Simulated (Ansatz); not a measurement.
## C2H5F3Ge: single-point calculation

System: C2H5F3Ge, SMILES C[CH2][Ge]([F])([F])[F].
Method: RKS PBE/STO-3G (Ansatz 0.2.0).

Some settings of this run were made unusual or wrong on purpose. The geometry comes from this level: PBE0-D4/def2-TZVP.

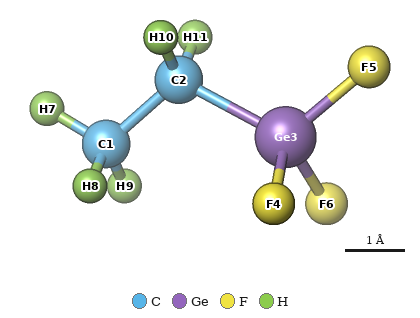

**Figure 1.** The structure (ball-and-stick view, seen at a tilt; atoms are numbered from 1 in the order of the input). Sticks mark near contacts. Bond lengths as drawn: C–C 1.71 Å, C–Ge 2.15 Å, C–H 1.22 Å and F–Ge 1.92 Å.

### Input
```yaml
crystal:
  periodic: [false, false, false]
  atoms:
    - {symbol: C, position_ang: [0.028932, -1.293029, 1.021207]}
    - {symbol: C, position_ang: [0.658629, -0.455435, -0.326637]}
    - {symbol: Ge, position_ang: [-0.380910, 1.389373, -0.716391]}
    - {symbol: F, position_ang: [-2.253626, 1.138648, -1.071181]}
    - {symbol: F, position_ang: [0.298385, 2.366295, -2.224262]}
    - {symbol: F, position_ang: [-0.314300, 2.617761, 0.760937]}
    - {symbol: H, position_ang: [0.651725, -2.329764, 1.201535]}
    - {symbol: H, position_ang: [-1.146197, -1.587753, 0.858509]}
    - {symbol: H, position_ang: [0.110522, -0.626819, 2.042858]}
    - {symbol: H, position_ang: [0.583092, -1.119713, -1.351719]}
    - {symbol: H, position_ang: [1.836996, -0.163515, -0.171672]}
basis:
  gaussian: {orbitals: STO-3G, final_grid: {core_spheres: 1, valence_spheres: 1, degree: 1}}
hamiltonian: {xc: {name: PBE}}
```

Launch command:
```bash
ansatz run in.yaml --threads 4 --pin off --events-out ev --progress --plain --max-ram 11315MiB
```

### The program's output
```
Functional definition: PBE
  name "PBE"
  cite "Perdew, Burke & Ernzerhof, Phys. Rev. Lett. 77, 3865 (1996) doi:10.1103/PhysRevLett.77.3865"
  parent pbe
  parameter kappa = 0.804
  parameter beta = 0.06672455060314922
  exchange = pbe_x(kappa = kappa, mu = beta*pi^2/3)
  correlation = pbe_c(beta = beta)
606 factors; integrals over basis functions are off by at most 3.3e-5 eV
mean field evaluation 1: about -65746.5648 eV, gradient 3.7e2 eV
mean field evaluation 2: about -65866.4033 eV, gradient 1.2e2 eV
mean field evaluation 4: about -65936.5196 eV, gradient 9.0e1 eV
mean field evaluation 8: about -66003.4005 eV, gradient 2.3e1 eV
mean field evaluation 16: about -66026.8404 eV, gradient 1.3e1 eV
mean field evaluation 32: about -66002.6240 eV, gradient 7.9e1 eV
mean field evaluation 64: about -66027.6783 eV, gradient 2.8e1 eV
mean field evaluation 96: about -66028.9675 eV, gradient 1.1e1 eV
mean field -66029.36795303 eV, -2426.5345159606 hartree, gradient 2.2e-5 eV, S^2 0.000000; 8 other end points of the search recorded, 0 dependent functions left out
reference -66029.36795887 eV, -2426.5345161754 hartree; 38, 38 occupied and 10, 10 virtual orbitals, 606 factors
Total energy: -66029.36795887 eV, -2426.5345161754 hartree
```

### Outcome

| quantity | value |
| --- | --- |
| outcome | converged |
| total energy | −66029.3680 eV |
| SCF solution under orbital rotations | stable |
| hardware | 4 threads of Arm Neoverse V2, 23 GiB of memory available, shared host |
| wall time | 1.4 s (CPU time 3.4 s) |
| peak memory | 0.07 GiB |

### What went wrong

A setting was made wrong on purpose: grid. The program still converged, but the numbers can't be taken as results for the intended system.
